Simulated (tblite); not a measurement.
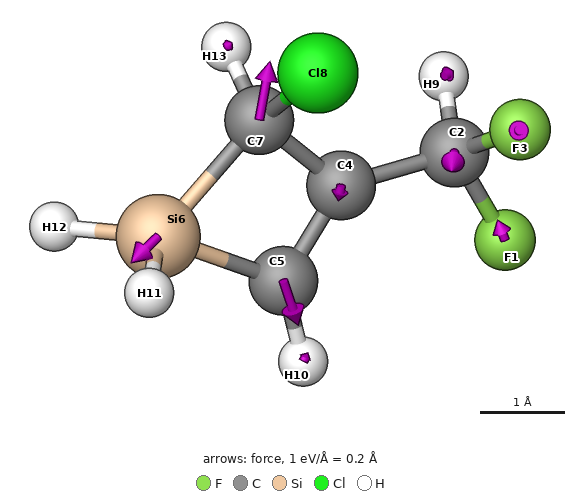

Starting geometry of C4H5ClF2Si with the computed forces as purple arrows. Style: ball-and-stick. Shown at a tilt.

Method: GFN2-xTB geometry optimisation, gas phase (tblite 0.8.0). 

Is this structure relaxed? If not, where do the atoms go?

Answer. It isn't relaxed: the largest force vector, on C7, is 3.64 eV/Å. The final displacements have little in common with the starting forces (cosine between the two patterns 0.23). The largest moves after the best rigid fit, 1.93 Å, are those of F1 and F3. By element the largest moves are F 1.93 Å, H 1.68 Å, Cl 0.52 Å, C 0.29 Å, Si 0.08 Å. Among the contacts that change: Si6–C7 1.840 → 1.951 Å, C2–F3 1.413 → 1.355 Å, C5–Si6 1.838 → 1.894 Å, C4–C7 1.472 → 1.499 Å. Bond angles that change, for instance: Si6–C5–H10 130.1° → 139.1°, C5–C4–C7 97.1° → 105.8°, F1–C2–H9 115.8° → 107.3°. Groups turn about C2–C4 by about 110°. The energy falls by 15.6 kcal/mol in 127 geometry steps.
